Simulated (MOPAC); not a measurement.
Run report: CH$_{5}$ClNSi, geometry relaxation (part 2 of 2)

CH$_{5}$ClNSi, multiplicity 2, SMILES C[SiH]([NH])Cl; PM6, unrestricted, COSMO solvent dmso (MOPAC 23.2.5). The atoms were displaced at random from an optimised geometry.

Geometry of the input (Å):
```
C  0.0000  0.0000  0.0000
Si 2.0483  0.0000  0.0000
N  2.2822  1.6335  0.0000
Cl 2.3526  -0.8614  -1.7658
H  -0.3422  0.4694  1.0060
H  -0.3410  -0.8947  -0.2147
H  -0.3574  0.6699  -0.7951
H  2.4267  -1.0195  1.1119
H  2.4903  2.1453  0.8362
```

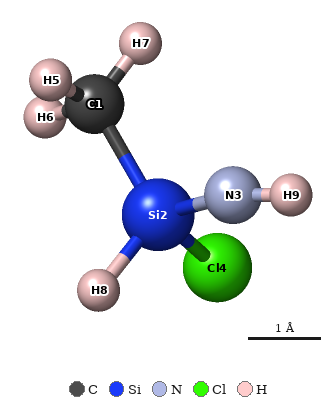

**Figure 1.** The geometry at step 32 of the log (ball-and-stick view, seen at a tilt; atoms are numbered from 1 in the order of the input).

## Trajectory as extended XYZ, continued
```
9
Properties=species:S:1:pos:R:3 step=9 energy=-0.91112
C     0.0000    0.0000    0.0000
Si    1.8263    0.0000    0.0000
N     2.4210    1.6341    0.0000
Cl    2.6214   -0.8726   -1.7008
H    -0.3592    0.4481    0.9489
H    -0.4001   -1.0351   -0.0220
H    -0.4820    0.5512   -0.8194
H     2.3519   -0.7590    1.1224
H     2.7873    2.2662    0.6887
9
Properties=species:S:1:pos:R:3 step=10 energy=-0.91521
C     0.0000    0.0000    0.0000
Si    1.8259    0.0000    0.0000
N     2.4226    1.6307    0.0000
Cl    2.5855   -0.8789   -1.7093
H    -0.3682    0.4448    0.9437
H    -0.3971   -1.0378   -0.0314
H    -0.4675    0.5599   -0.8236
H     2.3686   -0.7647    1.1105
H     2.7864    2.2862    0.6652
9
Properties=species:S:1:pos:R:3 step=11 energy=-0.92846
C     0.0000    0.0000    0.0000
Si    1.8237    0.0000    0.0000
N     2.4185    1.6144    0.0000
Cl    2.4910   -0.8983   -1.7311
H    -0.4005    0.4361    0.9312
H    -0.3776   -1.0459   -0.0555
H    -0.4339    0.5783   -0.8347
H     2.4167   -0.7731    1.0749
H     2.7656    2.3462    0.5798
9
Properties=species:S:1:pos:R:3 step=12 energy=-0.95000
C     0.0000    0.0000    0.0000
Si    1.8204    0.0000    0.0000
N     2.4431    1.5703    0.0000
Cl    2.3604   -0.9356   -1.7544
H    -0.4521    0.4235    0.9123
H    -0.3472   -1.0553   -0.0739
H    -0.3974    0.5945   -0.8475
H     2.4827   -0.7718    1.0299
H     2.7832    2.4010    0.4096
9
Properties=species:S:1:pos:R:3 step=13 energy=-0.96048
C     0.0000    0.0000    0.0000
Si    1.8187    0.0000    0.0000
N     2.4878    1.5181    0.0000
Cl    2.2634   -0.9778   -1.7685
H    -0.4979    0.4130    0.8961
H    -0.3219   -1.0611   -0.0735
H    -0.3813    0.5954   -0.8573
H     2.5362   -0.7503    1.0054
H     2.8544    2.4004    0.2176
9
Properties=species:S:1:pos:R:3 step=14 energy=-0.98565
C     0.0000    0.0000    0.0000
Si    1.8216    0.0000    0.0000
N     2.4747    1.5370    0.0000
Cl    2.3551   -0.9839   -1.7555
H    -0.4790    0.4209    0.9090
H    -0.3284   -1.0568   -0.0573
H    -0.4146    0.5731   -0.8528
H     2.5041   -0.7214    1.0501
H     2.8222    2.4200    0.2680
9
Properties=species:S:1:pos:R:3 step=15 energy=-1.00609
C     0.0000    0.0000    0.0000
Si    1.8283    0.0000    0.0000
N     2.4735    1.5392    0.0000
Cl    2.4008   -1.0275   -1.7402
H    -0.4742    0.4236    0.9128
H    -0.3270   -1.0547   -0.0463
H    -0.4410    0.5514   -0.8482
H     2.4899   -0.6704    1.0991
H     2.8133    2.4458    0.2042
9
Properties=species:S:1:pos:R:3 step=16 energy=-1.02364
C     0.0000    0.0000    0.0000
Si    1.8338    0.0000    0.0000
N     2.4657    1.5394    0.0000
Cl    2.4132   -1.0920   -1.7137
H    -0.4722    0.4229    0.9101
H    -0.3279   -1.0555   -0.0471
H    -0.4519    0.5406   -0.8454
H     2.4866   -0.6203    1.1374
H     2.8162    2.4610    0.0848
9
Properties=species:S:1:pos:R:3 step=17 energy=-1.04175
C     0.0000    0.0000    0.0000
Si    1.8383    0.0000    0.0000
N     2.4429    1.5443    0.0000
Cl    2.4137   -1.1916   -1.6557
H    -0.4651    0.4225    0.9055
H    -0.3360   -1.0565   -0.0566
H    -0.4551    0.5356   -0.8443
H     2.4816   -0.5554    1.1821
H     2.8451    2.4417   -0.0944
9
Properties=species:S:1:pos:R:3 step=18 energy=-1.05399
C     0.0000    0.0000    0.0000
Si    1.8379    0.0000    0.0000
N     2.4144    1.5620    0.0000
Cl    2.4274   -1.2516   -1.5934
H    -0.4453    0.4270    0.9079
H    -0.3546   -1.0535   -0.0646
H    -0.4544    0.5384   -0.8437
H     2.4630   -0.5212    1.2119
H     2.8537    2.4288   -0.1772
9
Properties=species:S:1:pos:R:3 step=19 energy=-1.06414
C     0.0000    0.0000    0.0000
Si    1.8315    0.0000    0.0000
N     2.3842    1.5850    0.0000
Cl    2.4443   -1.2762   -1.5224
H    -0.4167    0.4380    0.9186
H    -0.3824   -1.0440   -0.0676
H    -0.4492    0.5494   -0.8453
H     2.4505   -0.5105    1.2209
H     2.8469    2.4292   -0.2245
9
Properties=species:S:1:pos:R:3 step=20 energy=-1.06651
C     0.0000    0.0000    0.0000
Si    1.8307    0.0000    0.0000
N     2.3884    1.5792    0.0000
Cl    2.4413   -1.2723   -1.5180
H    -0.4178    0.4415    0.9219
H    -0.3815   -1.0412   -0.0618
H    -0.4514    0.5487   -0.8459
H     2.4585   -0.5023    1.2177
H     2.8736    2.4041   -0.2471
9
Properties=species:S:1:pos:R:3 step=21 energy=-1.06907
C     0.0000    0.0000    0.0000
Si    1.8312    0.0000    0.0000
N     2.3952    1.5759    0.0000
Cl    2.4511   -1.2338   -1.5367
H    -0.4140    0.4467    0.9275
H    -0.3805   -1.0374   -0.0516
H    -0.4570    0.5483   -0.8425
H     2.4601   -0.5097    1.2107
H     2.8622    2.4194   -0.2231
9
Properties=species:S:1:pos:R:3 step=22 energy=-1.06990
C     0.0000    0.0000    0.0000
Si    1.8323    0.0000    0.0000
N     2.3888    1.5783    0.0000
Cl    2.4581   -1.2327   -1.5345
H    -0.4088    0.4488    0.9280
H    -0.3820   -1.0369   -0.0503
H    -0.4590    0.5481   -0.8404
H     2.4544   -0.5020    1.2173
H     2.8622    2.4161   -0.2311
9
Properties=species:S:1:pos:R:3 step=23 energy=-1.07050
C     0.0000    0.0000    0.0000
Si    1.8333    0.0000    0.0000
N     2.3827    1.5810    0.0000
Cl    2.4667   -1.2254   -1.5368
H    -0.4013    0.4521    0.9282
H    -0.3837   -1.0371   -0.0470
H    -0.4603    0.5487   -0.8378
H     2.4499   -0.4971    1.2216
H     2.8622    2.4133   -0.2375
9
Properties=species:S:1:pos:R:3 step=24 energy=-1.07101
C     0.0000    0.0000    0.0000
Si    1.8336    0.0000    0.0000
N     2.3811    1.5826    0.0000
Cl    2.4722   -1.2178   -1.5411
H    -0.3955    0.4555    0.9282
H    -0.3842   -1.0376   -0.0427
H    -0.4607    0.5488   -0.8368
H     2.4488   -0.4973    1.2219
H     2.8662    2.4103   -0.2417
9
Properties=species:S:1:pos:R:3 step=25 energy=-1.07131
C     0.0000    0.0000    0.0000
Si    1.8337    0.0000    0.0000
N     2.3843    1.5827    0.0000
Cl    2.4739   -1.2105   -1.5483
H    -0.3909    0.4592    0.9280
H    -0.3834   -1.0386   -0.0371
H    -0.4601    0.5480   -0.8373
H     2.4502   -0.5026    1.2191
H     2.8754    2.4062   -0.2441
9
Properties=species:S:1:pos:R:3 step=26 energy=-1.07119
C     0.0000    0.0000    0.0000
Si    1.8335    0.0000    0.0000
N     2.3898    1.5821    0.0000
Cl    2.4727   -1.2075   -1.5532
H    -0.3881    0.4629    0.9280
H    -0.3816   -1.0392   -0.0313
H    -0.4596    0.5457   -0.8394
H     2.4518   -0.5092    1.2159
H     2.8888    2.4002   -0.2469
9
Properties=species:S:1:pos:R:3 step=27 energy=-1.07128
C     0.0000    0.0000    0.0000
Si    1.8333    0.0000    0.0000
N     2.3933    1.5810    0.0000
Cl    2.4706   -1.2086   -1.5544
H    -0.3883    0.4645    0.9280
H    -0.3799   -1.0395   -0.0286
H    -0.4600    0.5432   -0.8410
H     2.4516   -0.5127    1.2147
H     2.8954    2.3977   -0.2464
9
Properties=species:S:1:pos:R:3 step=28 energy=-1.07142
C     0.0000    0.0000    0.0000
Si    1.8331    0.0000    0.0000
N     2.3964    1.5798    0.0000
Cl    2.4681   -1.2115   -1.5539
H    -0.3886    0.4664    0.9276
H    -0.3781   -1.0398   -0.0255
H    -0.4612    0.5393   -0.8430
H     2.4501   -0.5153    1.2145
H     2.9020    2.3949   -0.2453
9
Properties=species:S:1:pos:R:3 step=29 energy=-1.07187
C     0.0000    0.0000    0.0000
Si    1.8329    0.0000    0.0000
N     2.3986    1.5787    0.0000
Cl    2.4664   -1.2145   -1.5523
H    -0.3888    0.4687    0.9268
H    -0.3766   -1.0403   -0.0219
H    -0.4628    0.5348   -0.8449
H     2.4481   -0.5166    1.2150
H     2.9078    2.3923   -0.2434
9
Properties=species:S:1:pos:R:3 step=30 energy=-1.07241
C     0.0000    0.0000    0.0000
Si    1.8329    0.0000    0.0000
N     2.3986    1.5777    0.0000
Cl    2.4654   -1.2172   -1.5494
H    -0.3895    0.4709    0.9252
H    -0.3761   -1.0407   -0.0192
H    -0.4643    0.5303   -0.8466
H     2.4462   -0.5157    1.2160
H     2.9088    2.3922   -0.2387
9
Properties=species:S:1:pos:R:3 step=31 energy=-1.07251
C     0.0000    0.0000    0.0000
Si    1.8330    0.0000    0.0000
N     2.3978    1.5778    0.0000
Cl    2.4662   -1.2164   -1.5490
H    -0.3896    0.4717    0.9241
H    -0.3766   -1.0410   -0.0184
H    -0.4643    0.5296   -0.8469
H     2.4465   -0.5142    1.2163
H     2.9073    2.3930   -0.2363
9
Properties=species:S:1:pos:R:3 step=32 energy=-1.07305
C     0.0000    0.0000    0.0000
Si    1.8333    0.0000    0.0000
N     2.3997    1.5754    0.0000
Cl    2.4660   -1.2181   -1.5451
H    -0.3888    0.4851    0.9156
H    -0.3757   -1.0431   -0.0019
H    -0.4672    0.5132   -0.8543
H     2.4451   -0.5102    1.2179
H     2.9208    2.3874   -0.2203
9
Properties=species:S:1:pos:R:3 step=33 energy=-1.07317
C     0.0000    0.0000    0.0000
Si    1.8334    0.0000    0.0000
N     2.4014    1.5749    0.0000
Cl    2.4653   -1.2177   -1.5464
H    -0.3891    0.4895    0.9131
H    -0.3755   -1.0432    0.0027
H    -0.4662    0.5097   -0.8570
H     2.4467   -0.5096    1.2176
H     2.9276    2.3847   -0.2155
9
Properties=species:S:1:pos:R:3 step=34 energy=-1.07320
C     0.0000    0.0000    0.0000
Si    1.8337    0.0000    0.0000
N     2.4008    1.5778    0.0000
Cl    2.4683   -1.2161   -1.5484
H    -0.3893    0.4881    0.9138
H    -0.3758   -1.0436   -0.0004
H    -0.4648    0.5136   -0.8561
H     2.4493   -0.5085    1.2175
H     2.9257    2.3877   -0.2157
9
Properties=species:S:1:pos:R:3 step=35 energy=-1.07329
C     0.0000    0.0000    0.0000
Si    1.8334    0.0000    0.0000
N     2.4020    1.5763    0.0000
Cl    2.4665   -1.2169   -1.5484
H    -0.3902    0.4890    0.9139
H    -0.3758   -1.0424    0.0006
H    -0.4642    0.5130   -0.8569
H     2.4492   -0.5087    1.2175
H     2.9280    2.3862   -0.2154
9
Properties=species:S:1:pos:R:3 step=36 energy=-1.07341
C     0.0000    0.0000    0.0000
Si    1.8330    0.0000    0.0000
N     2.4037    1.5742    0.0000
Cl    2.4633   -1.2187   -1.5488
H    -0.3935    0.4892    0.9131
H    -0.3777   -1.0405   -0.0004
H    -0.4610    0.5147   -0.8581
H     2.4513   -0.5079    1.2172
H     2.9274    2.3874   -0.2114
9
Properties=species:S:1:pos:R:3 step=37 energy=-1.07347
C     0.0000    0.0000    0.0000
Si    1.8330    0.0000    0.0000
N     2.4031    1.5748    0.0000
Cl    2.4640   -1.2193   -1.5479
H    -0.3928    0.4891    0.9132
H    -0.3782   -1.0406   -0.0008
H    -0.4610    0.5154   -0.8578
H     2.4510   -0.5077    1.2174
H     2.9271    2.3874   -0.2121
9
Properties=species:S:1:pos:R:3 step=38 energy=-1.07348
C     0.0000    0.0000    0.0000
Si    1.8331    0.0000    0.0000
N     2.4028    1.5750    0.0000
Cl    2.4644   -1.2198   -1.5473
H    -0.3923    0.4892    0.9133
H    -0.3788   -1.0404   -0.0011
H    -0.4609    0.5161   -0.8574
H     2.4510   -0.5073    1.2176
H     2.9268    2.3875   -0.2123
9
Properties=species:S:1:pos:R:3 step=39 energy=-1.07324
C     0.0000    0.0000    0.0000
Si    1.8331    0.0000    0.0000
N     2.4027    1.5750    0.0000
Cl    2.4645   -1.2201   -1.5471
H    -0.3919    0.4894    0.9134
H    -0.3795   -1.0401   -0.0012
H    -0.4607    0.5169   -0.8570
H     2.4510   -0.5072    1.2177
H     2.9266    2.3876   -0.2121
9
Properties=species:S:1:pos:R:3 step=40 energy=-1.07324
C     0.0000    0.0000    0.0000
Si    1.8331    0.0000    0.0000
N     2.4026    1.5751    0.0000
Cl    2.4645   -1.2202   -1.5470
H    -0.3917    0.4894    0.9135
H    -0.3795   -1.0401   -0.0012
H    -0.4609    0.5171   -0.8569
H     2.4509   -0.5071    1.2177
H     2.9266    2.3875   -0.2123
9
Properties=species:S:1:pos:R:3 step=41 energy=-1.07324
C     0.0000    0.0000    0.0000
Si    1.8331    0.0000    0.0000
N     2.4027    1.5750    0.0000
Cl    2.4641   -1.2199   -1.5473
H    -0.3918    0.4894    0.9135
H    -0.3792   -1.0402   -0.0011
H    -0.4610    0.5169   -0.8568
H     2.4510   -0.5073    1.2175
H     2.9264    2.3877   -0.2120
9
Properties=species:S:1:pos:R:3 step=42 energy=-1.07325
C     0.0000    0.0000    0.0000
Si    1.8331    0.0000    0.0000
N     2.4028    1.5750    0.0000
Cl    2.4641   -1.2203   -1.5472
H    -0.3917    0.4893    0.9136
H    -0.3792   -1.0402   -0.0013
H    -0.4611    0.5171   -0.8567
H     2.4510   -0.5072    1.2176
H     2.9266    2.3876   -0.2121
9
Properties=species:S:1:pos:R:3 step=43 energy=-1.07325
C     0.0000    0.0000    0.0000
Si    1.8331    0.0000    0.0000
N     2.4028    1.5750    0.0000
Cl    2.4641   -1.2205   -1.5469
H    -0.3914    0.4891    0.9139
H    -0.3791   -1.0402   -0.0015
H    -0.4612    0.5173   -0.8565
H     2.4511   -0.5069    1.2177
H     2.9265    2.3876   -0.2120
9
Properties=species:S:1:pos:R:3 step=44 energy=-1.07341
C     0.0000    0.0000    0.0000
Si    1.8331    0.0000    0.0000
N     2.4029    1.5749    0.0000
Cl    2.4641   -1.2196   -1.5477
H    -0.3923    0.4896    0.9131
H    -0.3793   -1.0401   -0.0008
H    -0.4606    0.5165   -0.8574
H     2.4511   -0.5077    1.2173
H     2.9267    2.3874   -0.2122
9
Properties=species:S:1:pos:R:3 step=45 energy=-1.07325
C     0.0000    0.0000    0.0000
Si    1.8331    0.0000    0.0000
N     2.4028    1.5750    0.0000
Cl    2.4641   -1.2203   -1.5471
H    -0.3915    0.4891    0.9138
H    -0.3792   -1.0402   -0.0014
H    -0.4611    0.5172   -0.8566
H     2.4511   -0.5070    1.2177
H     2.9266    2.3876   -0.2120
9
Properties=species:S:1:pos:R:3 step=46 energy=-1.07325
C     0.0000    0.0000    0.0000
Si    1.8331    0.0000    0.0000
N     2.4028    1.5750    0.0000
Cl    2.4641   -1.2209   -1.5466
H    -0.3911    0.4887    0.9142
H    -0.3791   -1.0402   -0.0019
H    -0.4613    0.5176   -0.8562
H     2.4511   -0.5066    1.2179
H     2.9267    2.3875   -0.2120
9
Properties=species:S:1:pos:R:3 step=47 energy=-1.07325
C     0.0000    0.0000    0.0000
Si    1.8331    0.0000    0.0000
N     2.4028    1.5749    0.0000
Cl    2.4641   -1.2204   -1.5470
H    -0.3915    0.4890    0.9138
H    -0.3792   -1.0402   -0.0016
H    -0.4610    0.5173   -0.8566
H     2.4511   -0.5070    1.2177
H     2.9266    2.3876   -0.2119
9
Properties=species:S:1:pos:R:3 step=48 energy=-1.07325
C     0.0000    0.0000    0.0000
Si    1.8331    0.0000    0.0000
N     2.4028    1.5750    0.0000
Cl    2.4643   -1.2212   -1.5463
H    -0.3909    0.4883    0.9145
H    -0.3790   -1.0403   -0.0022
H    -0.4615    0.5179   -0.8559
H     2.4510   -0.5063    1.2180
H     2.9270    2.3874   -0.2121
9
Properties=species:S:1:pos:R:3 step=49 energy=-1.07340
C     0.0000    0.0000    0.0000
Si    1.8331    0.0000    0.0000
N     2.4029    1.5748    0.0000
Cl    2.4640   -1.2196   -1.5478
H    -0.3922    0.4895    0.9132
H    -0.3794   -1.0401   -0.0011
H    -0.4606    0.5170   -0.8571
H     2.4511   -0.5076    1.2173
H     2.9263    2.3878   -0.2116
9
Properties=species:S:1:pos:R:3 step=50 energy=-1.07325
C     0.0000    0.0000    0.0000
Si    1.8331    0.0000    0.0000
N     2.4029    1.5749    0.0000
Cl    2.4642   -1.2208   -1.5467
H    -0.3912    0.4886    0.9142
H    -0.3791   -1.0402   -0.0020
H    -0.4612    0.5178   -0.8562
H     2.4510   -0.5066    1.2179
H     2.9269    2.3874   -0.2120
9
Properties=species:S:1:pos:R:3 step=51 energy=-1.07326
C     0.0000    0.0000    0.0000
Si    1.8331    0.0000    0.0000
N     2.4029    1.5750    0.0000
Cl    2.4643   -1.2212   -1.5462
H    -0.3908    0.4880    0.9147
H    -0.3790   -1.0402   -0.0026
H    -0.4614    0.5183   -0.8558
H     2.4510   -0.5063    1.2181
H     2.9272    2.3872   -0.2122
9
Properties=species:S:1:pos:R:3 step=52 energy=-1.07347
C     0.0000    0.0000    0.0000
Si    1.8331    0.0000    0.0000
N     2.4028    1.5748    0.0000
Cl    2.4639   -1.2196   -1.5478
H    -0.3921    0.4901    0.9129
H    -0.3794   -1.0401   -0.0005
H    -0.4607    0.5164   -0.8573
H     2.4512   -0.5076    1.2173
H     2.9260    2.3881   -0.2112
9
Properties=species:S:1:pos:R:3 step=53 energy=-1.07325
C     0.0000    0.0000    0.0000
Si    1.8331    0.0000    0.0000
N     2.4029    1.5749    0.0000
Cl    2.4641   -1.2203   -1.5472
H    -0.3916    0.4892    0.9137
H    -0.3793   -1.0402   -0.0013
H    -0.4610    0.5172   -0.8567
H     2.4511   -0.5071    1.2176
H     2.9265    2.3877   -0.2115
9
Properties=species:S:1:pos:R:3 step=54 energy=-1.07325
C     0.0000    0.0000    0.0000
Si    1.8331    0.0000    0.0000
N     2.4029    1.5751    0.0000
Cl    2.4645   -1.2219   -1.5454
H    -0.3902    0.4869    0.9156
H    -0.3788   -1.0403   -0.0038
H    -0.4618    0.5193   -0.8549
H     2.4509   -0.5057    1.2184
H     2.9277    2.3869   -0.2125
9
Properties=species:S:1:pos:R:3 step=55 energy=-1.07325
C     0.0000    0.0000    0.0000
Si    1.8331    0.0000    0.0000
N     2.4029    1.5749    0.0000
Cl    2.4642   -1.2207   -1.5467
H    -0.3912    0.4886    0.9142
H    -0.3792   -1.0402   -0.0020
H    -0.4612    0.5178   -0.8562
H     2.4510   -0.5067    1.2178
H     2.9268    2.3875   -0.2118
```

## Summary

| quantity | value |
| --- | --- |
| outcome | converged |
| heat of formation | −24.75 kcal/mol |
| basis functions | 31 |
| ⟨S²⟩ | 0.768 |
| dipole moment | 2.94 D |
| hardware | 1 thread of AMD EPYC (Zen 3), 128 GiB of memory available, shared host |
| wall time | 0.83 s |
| peak memory | 0.11 GiB |

Notes on the run: HEAT OF FORMATION IS ESSENTIALLY STATIONARY. MOPAC's energies along a path are heats of formation.
